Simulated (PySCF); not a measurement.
**Geometry relaxation of C$_{3}$H$_{10}$OSi**

The run: geometry relaxation of C$_{3}$H$_{10}$OSi, SMILES C[SiH2]CCO. Method and program: PBE0-D3(BJ)/def2-SVP geometry optimisation, gas phase (PySCF 2.14.0).

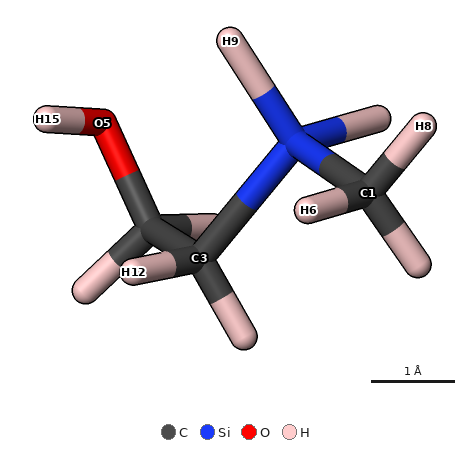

Figure 1. The starting structure (stick view, seen at a tilt; atoms are numbered from 1 in the order of the input). Bond lengths as drawn: C–C 1.48 Å, C–H 1.07 to 1.14 Å, C–O 1.40 Å, C–Si 1.92 to 1.93 Å, H–O 0.97 Å and H–Si 1.46 to 1.49 Å.

**Input**
```
{"job": {"xc": "PBE0", "basis": "def2-SVP", "d3": "d3bj", "grid": 1, "shake": 0.01, "kind": "geom"}, "charge": 0, "multiplicity": 1}
C      2.450720    -0.244420    -0.122470
Si     0.746610     0.606530    -0.452430
C     -0.633210    -0.693870    -0.166000
C     -1.943540    -0.132010    -0.545050
O     -2.216030     1.124090     0.022280
H      2.499280    -0.592350     0.886710
H      2.613760    -1.054840    -0.799780
H      3.254930     0.494900    -0.274350
H      0.594570     1.745600     0.493610
H      0.676170     1.073410    -1.829630
H     -0.437160    -1.598820    -0.728380
H     -0.626610    -0.990700     0.900410
H     -2.809550    -0.823960    -0.275030
H     -2.041740     0.033300    -1.612890
H     -2.143530     1.035770     0.990110
```

The first line tells a small driver script what to run in PySCF; the rest is the geometry in Å.

Run on 1 CPU thread, shared host.

Launch command:
```bash
OMP_NUM_THREADS=1 python <driver script> task.json out
```

**What the program printed**
```
step   0  E = -484.47087938  max force = 0.049397
step   1  E = -484.47652175  max force = 0.008929
step   2  E = -484.47718592  max force = 0.001764
step   3  E = -484.47744683  max force = 0.001694
step   4  E = -484.47764087  max force = 0.002749
step   5  E = -484.47774420  max force = 0.001875
step   6  E = -484.47778882  max force = 0.000547
step   7  E = -484.47780485  max force = 0.000366
step   8  E = -484.47781796  max force = 0.000634
step   9  E = -484.47782699  max force = 0.000444
optimisation converged
```

**Trajectory as extended XYZ (Å, eV, eV/Å), 7 of the 10 frames kept, from step=0 to step=9**
```
15
Properties=species:S:1:pos:R:3:forces:R:3 step=0 energy=-13183.12411
C     2.4507   -0.2444   -0.1225   -0.8216   1.8839  -0.6161
Si    0.7466    0.6065   -0.4524    0.6972  -1.2043   0.9864
C    -0.6332   -0.6939   -0.1660    1.0148   0.5271   0.5238
C    -1.9435   -0.1320   -0.5451   -2.5401  -0.1986   0.5541
O    -2.2160    1.1241    0.0223    0.2655   0.2748   0.6813
H     2.4993   -0.5924    0.8867    0.0676  -0.4324   1.0868
H     2.6138   -1.0548   -0.7998    0.1513  -0.9262  -0.6924
H     3.2549    0.4949   -0.2743    0.0122  -0.0763   0.0429
H     0.5946    1.7456    0.4936    0.0177   0.0909   0.0244
H     0.6762    1.0734   -1.8296   -0.0689   0.3083  -0.7025
H    -0.4372   -1.5988   -0.7284    0.2565  -0.5360  -0.3766
H    -0.6266   -0.9907    0.9004    0.0383   0.0322  -0.0291
H    -2.8096   -0.8240   -0.2750    0.7817   0.2332  -0.2791
H    -2.0417    0.0333   -1.6129    0.1733  -0.0593  -0.6532
H    -2.1435    1.0358    0.9901   -0.0455   0.0826  -0.5507
15
Properties=species:S:1:pos:R:3:forces:R:3 step=2 energy=-13183.29572
C     2.4359   -0.2147   -0.2770   -0.0206  -0.0395   0.0311
Si    0.7479    0.5904   -0.4765   -0.0032   0.0710  -0.0214
C    -0.6210   -0.6633   -0.1066   -0.0812  -0.0246   0.0309
C    -2.0342   -0.1718   -0.4080    0.0907  -0.0344   0.0610
O    -2.2932    1.1135    0.0980    0.0867   0.0266  -0.0713
H     2.5525   -0.6056    0.7469    0.0221   0.0014  -0.0243
H     2.5692   -1.0533   -0.9785   -0.0034   0.0124   0.0015
H     3.2431    0.5118   -0.4549    0.0068   0.0015  -0.0075
H     0.6586    1.7462    0.4721    0.0033  -0.0042  -0.0034
H     0.5818    1.1127   -1.8698   -0.0092   0.0020   0.0060
H    -0.4170   -1.5870   -0.6761    0.0016   0.0019   0.0047
H    -0.5383   -0.9504    0.9591    0.0158   0.0033  -0.0048
H    -2.7754   -0.9078   -0.0330    0.0012   0.0234  -0.0251
H    -2.1725   -0.1069   -1.4994   -0.0420   0.0087   0.0068
H    -1.9472    1.1629    0.9957   -0.0686  -0.0495   0.0160
15
Properties=species:S:1:pos:R:3:forces:R:3 step=3 energy=-13183.30282
C     2.4322   -0.2184   -0.2859    0.0359   0.0471  -0.0101
Si    0.7464    0.5934   -0.4668   -0.0257   0.0288   0.0332
C    -0.6162   -0.6661   -0.0879   -0.0135  -0.0233   0.0149
C    -2.0188   -0.1698   -0.4098   -0.0731  -0.0493   0.0126
O    -2.2761    1.1207    0.0806    0.0871   0.0580  -0.0011
H     2.5692   -0.6137    0.7320   -0.0006  -0.0051   0.0314
H     2.5520   -1.0534   -0.9917    0.0040  -0.0253  -0.0366
H     3.2382    0.5073   -0.4758    0.0037  -0.0174  -0.0054
H     0.6632    1.7493    0.4815    0.0134  -0.0085  -0.0001
H     0.5650    1.1147   -1.8577   -0.0023   0.0012  -0.0081
H    -0.4092   -1.5908   -0.6535    0.0149  -0.0152  -0.0060
H    -0.5337   -0.9492    0.9785   -0.0168   0.0169   0.0064
H    -2.7830   -0.8927   -0.0526    0.0650   0.0105   0.0045
H    -2.1380   -0.1072   -1.5028   -0.0300   0.0070  -0.0305
H    -2.0011    1.1527    1.0038   -0.0619  -0.0253  -0.0051
15
Properties=species:S:1:pos:R:3:forces:R:3 step=4 energy=-13183.30810
C     2.4344   -0.2218   -0.2994    0.0484   0.0631  -0.0365
Si    0.7476    0.5961   -0.4505   -0.0286  -0.0203   0.0497
C    -0.6128   -0.6677   -0.0662    0.0668  -0.0111  -0.0128
C    -2.0055   -0.1680   -0.4137   -0.1413  -0.0174  -0.0284
O    -2.2600    1.1304    0.0589    0.0494   0.0285   0.0159
H     2.5935   -0.6246    0.7121   -0.0135  -0.0061   0.0389
H     2.5366   -1.0519   -1.0142    0.0030  -0.0272  -0.0285
H     3.2399    0.5011   -0.5029   -0.0020  -0.0163  -0.0011
H     0.6772    1.7495    0.5005    0.0153  -0.0082   0.0082
H     0.5498    1.1193   -1.8384   -0.0001   0.0030  -0.0107
H    -0.3993   -1.5956   -0.6246    0.0165  -0.0140  -0.0006
H    -0.5387   -0.9425    1.0028   -0.0360   0.0223   0.0090
H    -2.7842   -0.8808   -0.0690    0.0646   0.0071   0.0312
H    -2.1066   -0.1125   -1.5094   -0.0110   0.0117  -0.0151
H    -2.0818    1.1460    1.0060   -0.0315  -0.0152  -0.0191
15
Properties=species:S:1:pos:R:3:forces:R:3 step=6 energy=-13183.31213
C     2.4437   -0.2246   -0.3199    0.0014  -0.0031  -0.0151
Si    0.7536    0.5978   -0.4285   -0.0041  -0.0116  -0.0052
C    -0.6094   -0.6651   -0.0487    0.0281   0.0044  -0.0182
C    -2.0006   -0.1693   -0.4197   -0.0179   0.0093  -0.0158
O    -2.2532    1.1385    0.0296   -0.0040  -0.0089  -0.0031
H     2.6184   -0.6417    0.6845   -0.0038   0.0012  -0.0005
H     2.5283   -1.0461   -1.0488    0.0005   0.0005   0.0075
H     3.2487    0.4963   -0.5299   -0.0029   0.0034   0.0029
H     0.7047    1.7385    0.5382    0.0031  -0.0044   0.0095
H     0.5413    1.1365   -1.8093   -0.0017   0.0090   0.0049
H    -0.3857   -1.6003   -0.5916    0.0018  -0.0026   0.0107
H    -0.5565   -0.9226    1.0256   -0.0095   0.0051   0.0035
H    -2.7763   -0.8761   -0.0619   -0.0024  -0.0026   0.0101
H    -2.0969   -0.1312   -1.5169    0.0047  -0.0019   0.0066
H    -2.1700    1.1465    0.9892    0.0067   0.0024   0.0021
15
Properties=species:S:1:pos:R:3:forces:R:3 step=8 energy=-13183.31292
C     2.4437   -0.2223   -0.3300   -0.0081  -0.0084   0.0039
Si    0.7525    0.5996   -0.4218    0.0033   0.0100  -0.0136
C    -0.6076   -0.6659   -0.0462   -0.0234  -0.0072   0.0036
C    -2.0017   -0.1766   -0.4208    0.0326  -0.0037   0.0083
O    -2.2531    1.1365    0.0128   -0.0092   0.0005  -0.0028
H     2.6193   -0.6495    0.6700    0.0031   0.0019  -0.0042
H     2.5284   -1.0366   -1.0667    0.0004   0.0035   0.0009
H     3.2468    0.5028   -0.5326    0.0018   0.0018  -0.0005
H     0.7095    1.7253    0.5633   -0.0006  -0.0017   0.0028
H     0.5344    1.1597   -1.7931   -0.0015   0.0042   0.0049
H    -0.3805   -1.6055   -0.5798    0.0016   0.0003   0.0032
H    -0.5599   -0.9147    1.0305    0.0055   0.0001  -0.0009
H    -2.7732   -0.8800   -0.0478   -0.0102   0.0022  -0.0073
H    -2.1016   -0.1530   -1.5177   -0.0012  -0.0030  -0.0006
H    -2.1670    1.1572    0.9720    0.0057  -0.0003   0.0023
15
Properties=species:S:1:pos:R:3:forces:R:3 step=9 energy=-13183.31317
C     2.4426   -0.2195   -0.3359   -0.0040  -0.0012   0.0059
Si    0.7504    0.6012   -0.4178    0.0030   0.0082  -0.0060
C    -0.6067   -0.6681   -0.0432   -0.0217  -0.0075   0.0083
C    -2.0007   -0.1814   -0.4207    0.0228  -0.0071   0.0064
O    -2.2519    1.1343    0.0048   -0.0061   0.0037   0.0015
H     2.6210   -0.6522    0.6612    0.0028   0.0005  -0.0019
H     2.5269   -1.0294   -1.0773   -0.0002   0.0018  -0.0032
H     3.2442    0.5081   -0.5355    0.0018  -0.0004  -0.0019
H     0.7094    1.7189    0.5766   -0.0007  -0.0004   0.0003
H     0.5274    1.1724   -1.7834   -0.0010   0.0006   0.0016
H    -0.3772   -1.6091   -0.5729    0.0023   0.0012  -0.0014
H    -0.5595   -0.9133    1.0345    0.0038   0.0005  -0.0014
H    -2.7731   -0.8820   -0.0440   -0.0042   0.0019  -0.0065
H    -2.1003   -0.1646   -1.5178   -0.0015  -0.0007  -0.0023
H    -2.1622    1.1618    0.9635    0.0030  -0.0013   0.0004
```

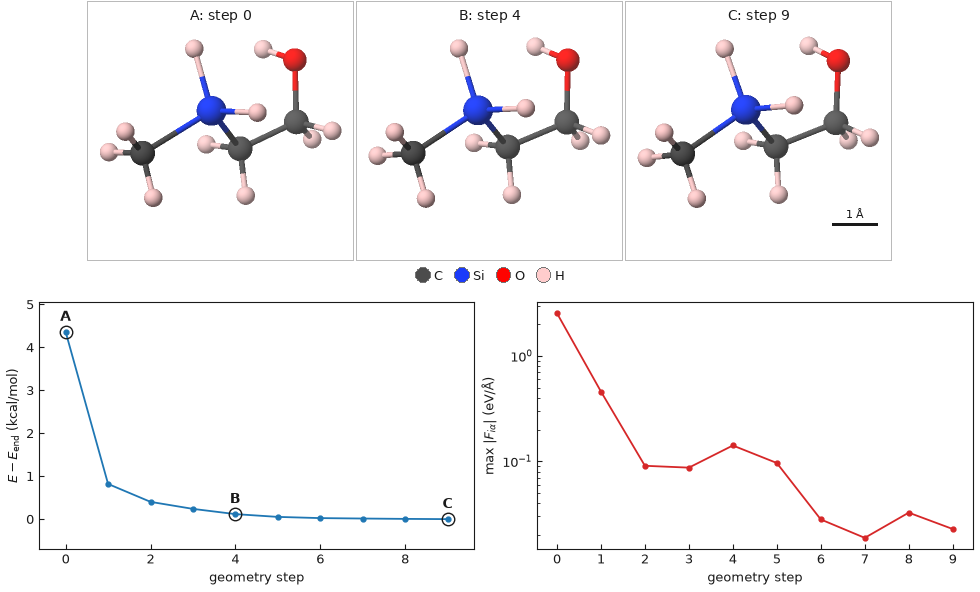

Figure 2. Frames of the relaxation (ball-and-stick view, seen at an oblique angle) above the curves, on which the letters mark them (steps are counted from 0).

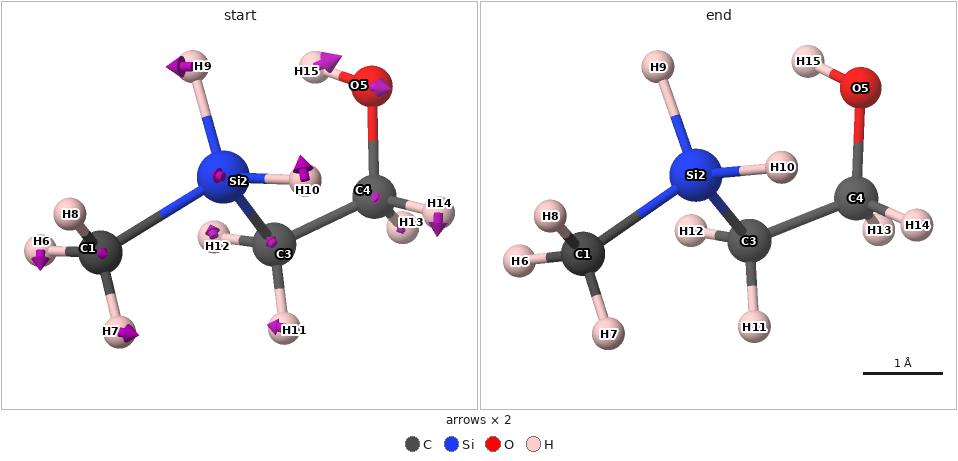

Figure 3. Before (left) and after (right) the relaxation, at one scale (ball-and-stick view, seen at an oblique angle). The pink arrows give the displacements, magnified 2 times. Over 9 geometry steps the energy falls by 4.36 kcal/mol. The largest force component goes from 2.5 to 0.023 eV/Å. H15 moves most after the best rigid fit: 0.21 Å. Largest moves by element: H 0.21 Å, O 0.15 Å, Si 0.10 Å, C 0.07 Å. Among the contacts that change: C1–Si2 1.933 → 1.882 Å, C3–C4 1.475 → 1.524 Å, Si2–H10 1.456 → 1.497 Å, C1–H6 1.069 → 1.102 Å. Among the angles that change: O5–C4–H13 107.4° → 111.4°, C3–C4–H14 113.0° → 109.5°, Si2–C3–C4 110.0° → 113.1°. (Atoms are counted from 1 in the order of the input.)

**Key numbers**

- outcome: converged
- total energy: −484.477827 hartree
- dipole moment: 2.15 D
- point group: C1
- wall time: 53 s
- peak memory: 0.49 GiB
